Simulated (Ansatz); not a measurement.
Results of PBEsol (plane waves, PAW; Ansatz, an electronic-structure program) for rock-salt PrN.

Numerical settings: plane-wave cutoff 520 eV, 18×18×18 k mesh, Fermi–Dirac smearing 0.05 eV, spin-polarised with parallel moments, scalar-relativistic PAW data made under PBE.

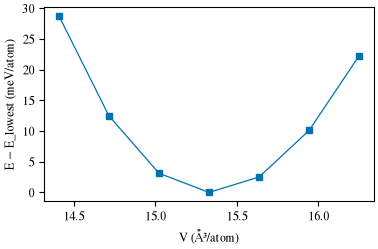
Total energy against volume

Task: From the curve, estimate the equilibrium volume and the bulk modulus.

Result: V0 ≈ 15.3 Å³/atom and B0 ≈ 150 GPa; the fit gives V0 = 15.341 Å³/atom, B0 = 146 GPa, B′ = 4.2.

Note: the magnetic order was assumed, not searched for or taken from measurement; the 4f shell is treated without U or exact exchange, so its levels and filling can be wrong; the volume lies 10 % below that of the published cell.

Spin–orbit coupling is not included; it can open a gap where bands touch, and shift volumes and moduli.

Computed values are for the static lattice.
